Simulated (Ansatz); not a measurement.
## Electronic structure of C₂H₅NSSi (SMILES N[SiH2]C1=CS1) in real space

The calculation's input:

```
crystal:
  periodic: [false, false, false]
  atoms:
    - { symbol: "N", position_ang: [-0.8559, 0.2636, 1.4872] }
    - { symbol: Si, position_ang: [-0.3477, 0.7575, -0.0651] }
    - { symbol: C, position_ang: [0.5807, -0.4522, -0.8034] }
    - { symbol: C, position_ang: [1.6772, -1.286, -0.7665] }
    - { symbol: S, position_ang: [0.7417, -1.3547, -2.2403] }
    - { symbol: H, position_ang: [-1.5355, -0.4666, 1.3732] }
    - { symbol: H, position_ang: [-1.4412, 1.0694, 1.8536] }
    - { symbol: H, position_ang: [-1.54, 1.0771, -0.8257] }
    - { symbol: H, position_ang: [0.3832, 2.0502, 0.18] }
    - { symbol: H, position_ang: [2.4207, -1.7093, -0.1903] }
basis:
  gaussian:
    orbitals: def2-TZVP
hamiltonian:
  xc: r2scan
output:
  orbitals: {}
```

Command:

```sh
python c2h5nssi.py
```

Computed with SCF r2SCAN, Gaussian basis (Ansatz).

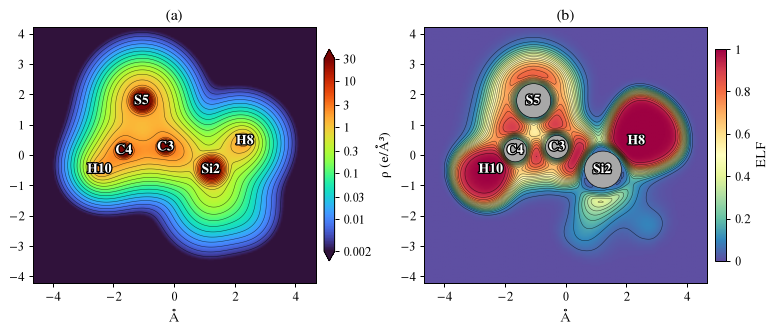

Figure 1. (a) total electron density; (b) electron localisation function on the plane of atoms C3, C4 and S5. Grey discs cover the atomic cores in the ELF map.

What do the fields say about this system?

The plane passes through Si, C, S and H nuclei.
C–C (1.38 Å): ρ is about 2.1 e/Å³ halfway; the ELF peaks at about 0.85 between the atoms (localised, covalent bonding).
C–Si (1.69 Å): ρ at the midpoint is about 1.2 e/Å³; the ELF peaks at about 0.95 between the atoms (localised, covalent bonding).
C–S (1.70 Å): the density is about 1.4 e/Å³ at the midpoint; the ELF peaks at about 0.80 between the atoms (localised, covalent bonding).
C–S (1.75 Å): the density is about 1.3 e/Å³ at the midpoint; the ELF peaks at about 0.75 between the atoms, as expected for a shared electron pair.
C–H (1.03 Å): ρ is about 2.2 e/Å³ halfway; the ELF climbs to about 1 towards the hydrogen, as it does in any bond to H: an ordinary covalent bond to hydrogen.
The ELF also peaks beside S5, away from the bonds: lone-pair regions.

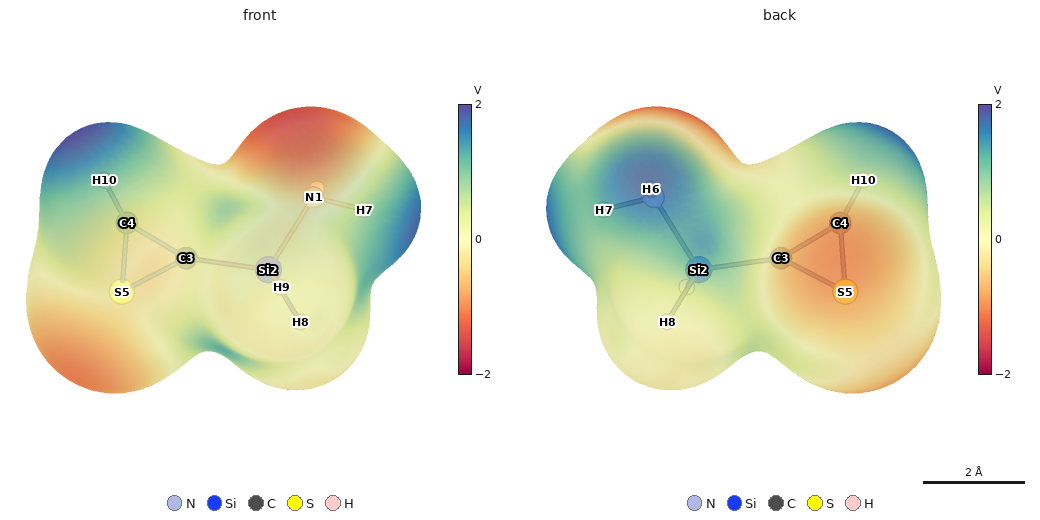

Figure 2. The molecular electrostatic potential painted on the density surface at 0.002 e/bohr³, seen from the front and from behind; red is negative and blue positive.

Where is the surface potential most negative and most positive?

The most negative region (about −1.5 V) lies over N1, the most positive (about +1.9 V) over H10. N1 is the likeliest acceptor of a hydrogen bond.

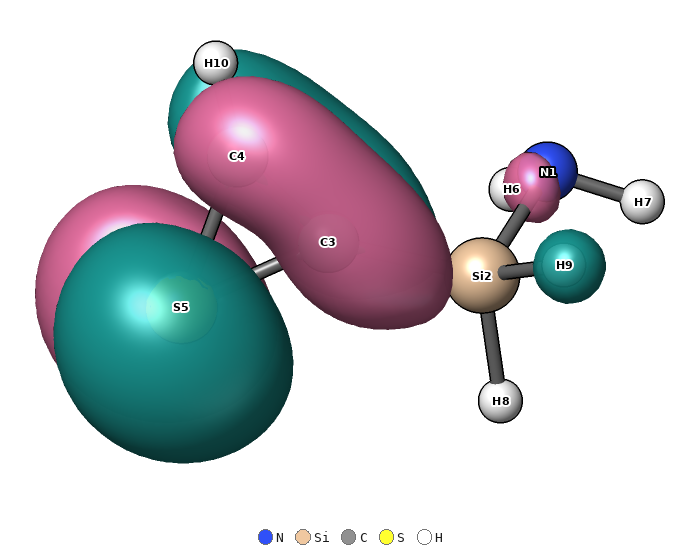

Figure 3. The HOMO at ±0.08 Å⁻³ᐟ² (teal and pink are the two phases), seen at a tilt.

Where does this orbital lie, and at what energy?

By Hirshfeld shares it lies mainly on S5 (about 65 %), C3 (about 15 %) and C4 (about 15 %). Its energy is −4.37 eV.

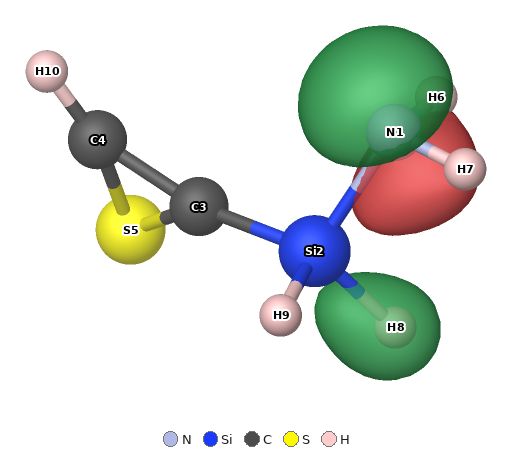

Figure 4. The HOMO−1 at ±0.2 Å⁻³ᐟ² (green and red are the two phases), seen at a tilt.

Where does this orbital lie, and at what energy?

By Hirshfeld shares it lies mainly on N1 (about 65 %), Si2 (about 15 %) and H8 (about 10 %). Its energy is −6.70 eV.
